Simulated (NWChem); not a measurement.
# One shape, several levels: SF4 (sulfur tetrafluoride)

We compute a comparison of 4 runs (HF/STO-3G, HF/3-21G, B3LYP/6-31G*) of SF4 (sulfur tetrafluoride). 

The results are computed with NWChem 7.3.0.

3 further runs of the same task are left out: 3 that didn't finish.

### Step 1. The structure to begin with

The species is SF4 (5 atoms), meant as a singlet with charge 0. As SMILES, `FS(F)(F)F`. The shape is that of a PBE0-D4/def2-TZVP optimisation.

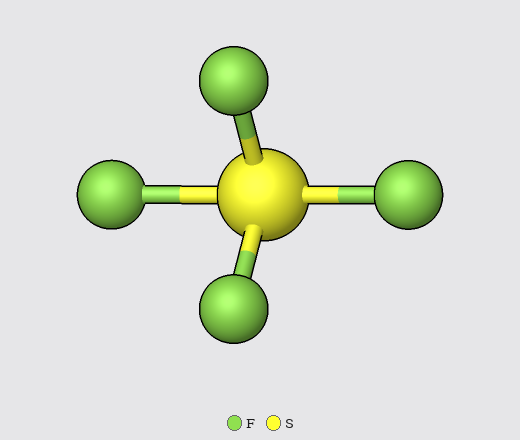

The structure, seen from a chosen angle (fluorine green, sulfur yellow).

### Step 2. Energy and forces at HF/STO-3G (run 1)

run.py reads:

```python
from ase import Atoms
from ase.calculators.nwchem import NWChem

atoms = Atoms('FSFFF', positions=[
    [-0.561200, -0.228000, 1.172800],
    [0.064000, -0.357400, -0.243000],
    [1.536700, -0.462000, 0.491400],
    [-1.440100, -0.077300, -0.858200],
    [0.400600, 1.124600, -0.563100],
])

calc = NWChem(
    label='mymol',
    theory='scf',
    memory='2200 mb',
    basis='STO-3G',
    basispar='spherical bse',
    scf={'nopen': '0', 'rhf': None, 'thresh': '1e-08', 'maxiter': '80'},
)
atoms.calc = calc

forces = atoms.get_forces()
print(f"energy = {atoms.get_potential_energy():.6f} eV")
print("forces (eV/A):")
for s, f in zip(atoms.symbols, forces):
    print(f"{s:2s} {f[0]:10.5f} {f[1]:10.5f} {f[2]:10.5f}")
print("dipole (e A):", atoms.get_dipole_moment().round(4))
```

Command:

```sh
$ export ASE_NWCHEM_COMMAND="nwchem PREFIX.nwi > PREFIX.nwo"
$ python run.py
```

The log of the run:

```text
energy = -21361.071014 eV
forces (eV/A):
F    -2.04562   -0.18229    4.46061
S     1.23480   -6.90532   -4.69607
F     1.33142    1.09776    1.59331
F    -1.79597    1.50147    0.17519
F     1.27537    4.48838   -1.53299
dipole (e A): [ 0.02   -0.1112 -0.0755]
```

The calculator wrote mymol.nwi:

```
title "mymol"

permanent_dir mymol

scratch_dir mymol

start mymol

geometry units angstrom nocenter noautosym noautoz
  F  -5.6120000000000003e-01 -2.2800000000000001e-01 1.1728000000000001e+00
  S  6.4000000000000001e-02 -3.5740000000000000e-01 -2.4299999999999999e-01
  F  1.5367000000000000e+00 -4.6200000000000002e-01 4.9140000000000000e-01
  F  -1.4400999999999999e+00 -7.7299999999999994e-02 -8.5819999999999996e-01
  F  4.0060000000000001e-01 1.1246000000000000e+00 -5.6310000000000004e-01
end

memory 2200 mb

basis spherical bse noprint
   * library STO-3G
end

scf
  nopen 0
  rhf
  thresh 1e-08
  maxiter 80
end

task scf gradient
```

mymol.nwo:

```text
Northwest Computational Chemistry Package (NWChem) 7.3.0
             --------------------------------------------------------

           Job information
           ---------------

    nwchem branch   = 7.3.0
    use scalapack   = T
    input           = mymol.nwi
    prefix          = mymol.
    data base       = mymol/mymol.db
    status          = startup
    nproc           =        1

           Memory information
           ------------------

[... 5 lines left out ...]
    hardfail = no
[... 124 lines left out ...]
         Quadratically convergent ROHF
[... 15 lines left out ...]
       Final RHF  results
[... 4 lines left out ...]
      Two-electron energy =    610.046161607457
[... 38 lines left out ...]
                       ROHF Final Molecular Orbital Analysis
[... 199 lines left out ...]
                 ----------------------------------------
                 |  Time  |  1-e(secs)   |  2-e(secs)   |
                 ----------------------------------------
                 |  CPU   |       0.00   |       0.14   |
                 ----------------------------------------
                 |  WALL  |       0.00   |       0.14   |
                 ----------------------------------------

 Task  times  cpu:        1.1s     wall:        1.1s
 Total times  cpu:        1.1s     wall:        1.1s
```

Wall time 2.1 s (1 thread of Intel Xeon Platinum 8488C (Sapphire Rapids), shared host); peak memory 0.099 GiB.

### Step 3. Energy and forces at HF/3-21G (run 2)

input.nw reads:

```
START input
memory total 2200 mb

GEOMETRY units au noautosym nocenter noautoz
   F     -1.06051430    -0.43085756     2.21627080
   S      0.12094247    -0.67538812    -0.45920345
   F      2.90394214    -0.87305347     0.92861142
   F     -2.72139459    -0.14607583    -1.62176296
   F      0.75702429     2.12518600    -1.06410478
END

BASIS "ao basis" spherical bse
   * library 3-21G
END

SCF
   thresh 1e-08
   maxiter 80
   noprint "final vectors analysis"
END

TASK scf gradient
```

Command:

```sh
$ nwchem input.nw > input.out
```

The log of the run:

```text
[...]
  functions       =    49
[...]
  wavefunction    = RHF
[...]
         Total SCF energy =   -790.965939764578
      One-electron energy =  -1693.873766322547
      Two-electron energy =    604.188787672982
 Nuclear repulsion energy =    298.719038884988
        Time for solution =      1.1s
[...]
                         RHF ENERGY GRADIENTS
    atom               coordinates                        gradient
                 x          y          z           x          y          z
   1 F      -1.060514  -0.430858   2.216271    0.021894  -0.003980  -0.049439
   2 S       0.120942  -0.675388  -0.459203   -0.013337   0.074625   0.050756
   3 F       2.903942  -0.873053   0.928611   -0.021158  -0.006575  -0.016852
   4 F      -2.721395  -0.146076  -1.621763    0.024559  -0.012475   0.003880
   5 F       0.757024   2.125186  -1.064105   -0.011959  -0.051594   0.011656
[...]
```

It took 1.9 s on 1 thread of Intel Xeon Platinum 8488C (Sapphire Rapids), shared host; peak memory 0.099 GiB.

Run 3 isn't shown in full; the table further down has it.

### Step 4. Energy and forces at B3LYP/6-31G(d) (Cartesian functions) (run 4)

a.nw reads:

```
start a
title "F4S gradient"
memory stack 880 mb heap 220 mb global 1100 mb
geometry units angstroms noautosym nocenter noautoz
  F    -0.561200   -0.228000    1.172800
  S     0.064000   -0.357400   -0.243000
  F     1.536700   -0.462000    0.491400
  F    -1.440100   -0.077300   -0.858200
  F     0.400600    1.124600   -0.563100
end
basis
  * library 6-31G*
end
dft
  xc b3lyp
  grid xfine
  convergence energy 1e-08
  iterations 100
  mulliken
  print medium
end
task dft gradient
```

Command:

```sh
$ nwchem a.nw > a.out
```

The log of the run:

```text
[...]
          Wavefunction type:  closed shell.
          No. of atoms     :     5
          No. of electrons :    52
[...]
          Charge           :     0
          Spin multiplicity:     1
[...]
          AO basis - number of functions:    79
[...]
              XC Information
              --------------
                         B3LYP Method XC Potential
                     Hartree-Fock (Exact) Exchange  0.200
                        Slater Exchange Functional  0.800 local
                    Becke 1988 Exchange Functional  0.720 non-local
              Lee-Yang-Parr Correlation Functional  0.810
                  VWN I RPA Correlation Functional  0.190 local
[...]
 d= 0,ls=0.0,diis     1   -797.2414262586 -1.10D+03  3.17D-02  2.04D+00     1.9
[...]
 d= 0,ls=0.0,diis     8   -797.4565374793 -5.80D-09  2.04D-06  1.76D-08    13.0
         Total DFT energy =     -797.456537479267
      One electron energy =    -1700.444233160899
           Coulomb energy =      671.926441025315
    Exchange-Corr. energy =      -67.657805921136
 Nuclear repulsion energy =      298.719060577453
[...]
  wavefunction    = closed shell
                         DFT ENERGY GRADIENTS
    atom               coordinates                        gradient
                 x          y          z           x          y          z
   1 F      -1.060514  -0.430858   2.216271    0.012351  -0.002068  -0.027843
   2 S       0.120942  -0.675388  -0.459203   -0.005842   0.032721   0.022262
   3 F       2.903942  -0.873053   0.928611   -0.014374   0.001049  -0.007153
   4 F      -2.721394  -0.146076  -1.621763    0.014666  -0.002696   0.006017
   5 F       0.757024   2.125186  -1.064105   -0.006801  -0.029005   0.006717
[...]
```

Run time: 17 s. Hardware: 1 thread of Intel Xeon Platinum 8488C (Sapphire Rapids), shared host; peak memory 0.14 GiB.

### Step 5. Overview of the runs

```
run                               level  iteration cap  module  energy (Eh)  dipole moment (D)  HOMO energy (eV)  LUMO energy (eV)  wall time
  1                           HF/STO-3G             80     scf  -785.004887               0.65             -6.88              8.58      2.1 s
  2                            HF/3-21G             80     scf  -790.965940               1.58                 –                 –      1.9 s
  3  B3LYP/6-31G* (spherical functions)            100     dft  -797.450007               0.65             -9.07             -1.67       16 s
  4  B3LYP/6-31G* (Cartesian functions)            100     dft  -797.456537               0.65             -9.08             -1.70       17 s
```

### Step 6. Outcome

```
                       quantity          value
            run 4: total energy  -797.45654 Eh
           run 4: dipole moment         0.65 D
             run 4: HOMO energy       -9.08 eV
             run 4: LUMO energy       -1.70 eV
           run 4: HOMO–LUMO gap        7.38 eV
run 4: largest force on an atom     2.057 eV/Å
```

The dipole moment (its size) runs from 0.65 D (B3LYP/6-31G*) to 1.58 D (HF/3-21G). The two ends differ in method and basis. Over runs 1, 3, 4 the HOMO–LUMO gap runs from 7.38 eV (B3LYP/6-31G*) to 15.46 eV (HF/STO-3G). In run 1 the basis is minimal, so the values are rough. All runs together took 37 s, the longest 17 s.
